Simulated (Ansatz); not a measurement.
**Computed frozen-phonon scan: Ti3AlC2 (space group P6_3/mmc)**

Starting cell, Ti3AlC2 (space group P6_3/mmc):

```xyz
12
Lattice="3.0280 0.0000 0.0000 -1.5140 2.6223 0.0000 0.0000 0.0000 18.3329" Properties=species:S:1:pos:R:3 pbc="T T T"
Ti     1.5140     0.8741     6.8367
Ti     0.0000     1.7482    11.4962
Ti     0.0000     1.7482    16.0031
Ti     1.5140     0.8741     2.3298
Ti     0.0000     0.0000     9.1664
Ti     0.0000     0.0000     0.0000
Al     0.0000     0.0000    13.7497
Al     0.0000     0.0000     4.5832
C      0.0000     1.7482     7.8958
C      1.5140     0.8741    10.4370
C      1.5140     0.8741    17.0623
C      0.0000     1.7482     1.2706
```

A phonon eigenvector at Γ is frozen into this cell: atom i moves by Q times the vector below, so Q is the largest atomic displacement, in Å. The cell is held. It is one choice among 2 degenerate patterns.

```csv
atom,x,y,z
Ti1,0.000,1.000,0.000
Ti2,0.000,-1.000,0.000
Ti3,0.000,1.000,0.000
Ti4,0.000,-1.000,0.000
C9,0.000,0.608,0.000
C10,0.000,-0.608,0.000
C11,0.000,0.608,0.000
C12,0.000,-0.608,0.000
```

Atoms not listed stay in place.

All values below come from LDA (plane waves to 420 eV, PAW, scalar-relativistic; Ansatz, an electronic-structure program). k mesh 14×14×2 (Γ-centred), Fermi-Dirac smearing 0.05 eV. E stands for the smeared free energy. With partly filled bands, energies and forces of such displacements shift with the k mesh and the smearing. Ti3AlC2 is run without spin polarisation. Ti3AlC2 was relaxed with its symmetry unable to fall. The zero of ΔE is the undisplaced structure.

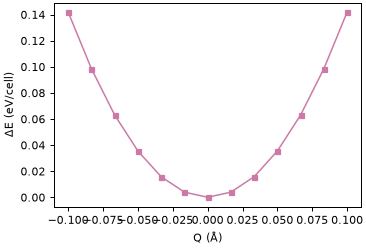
Figure. ΔE (eV/cell) against Q (Å); one marker a computed point.

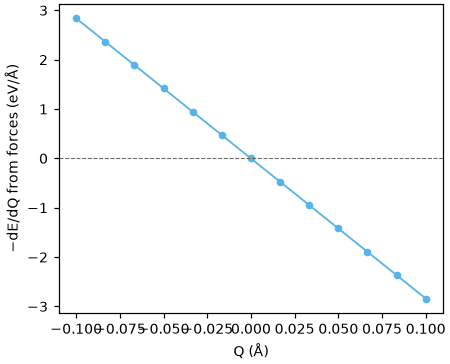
Fig. 1. −dE/dQ from forces (eV/Å) against Q (Å); computed points joined by lines.

The energy at Q = 0.100 Å is 142 meV/cell. Symmetry of the curve: even: the same for both signs. Harmonic wavenumber from the curvature (finite differences): 192 cm⁻¹. Space group of the distorted cell: C2/m (No. 12), lowered from P6_3/mmc. Shape of the curve: a single well with its minimum at or next to zero displacement.

E″ = 28.37 eV/Å², M = Σ mᵢ|uᵢ|² = 209.2 u, ν̃ = 521.5·√(|E″|/M).

(For displaced atoms, the force is minus the slope of the energy, and its curvature is a force constant, which sets phonon frequencies.)
